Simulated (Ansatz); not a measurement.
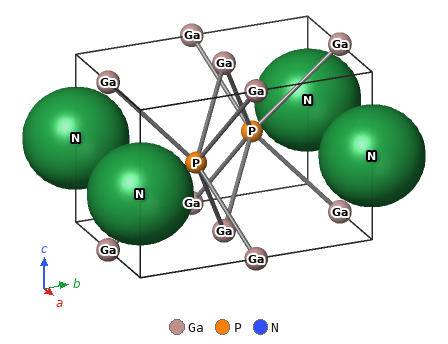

*Ga3P2N. Isosurface of the spin density (up minus down) at +0.08 e/Å³ (green), seen slightly off an axis. Sticks mark near contacts.*

Space group P6/mmm; a structure generated by program, which may or may not match a known phase; spin-polarised.

Theory: DFT PBE, scalar-relativistic, plane waves, PAW in Ansatz 0.2.0.

```
CELL_PARAMETERS angstrom
6.35541 0.00000 0.00000
-3.17770 5.50395 0.00000
0.00000 0.00000 3.47910
ATOMIC_POSITIONS crystal
Ga 0.00000 0.50000 0.00000
Ga 0.50000 0.00000 0.00000
Ga 0.50000 0.50000 0.00000
P 0.33333 0.66667 0.50000
P 0.66667 0.33333 0.50000
N 0.00000 0.00000 0.50000
```

### Describe the spin distribution.

The spin density sits on N: +2.3 μB in one cell of 6 atoms: parallel main moments, as they must be, since the calculation's own cell holds one magnetic site. The cell of the calculation (6 atoms) carries 2.1 μB of net spin moment.
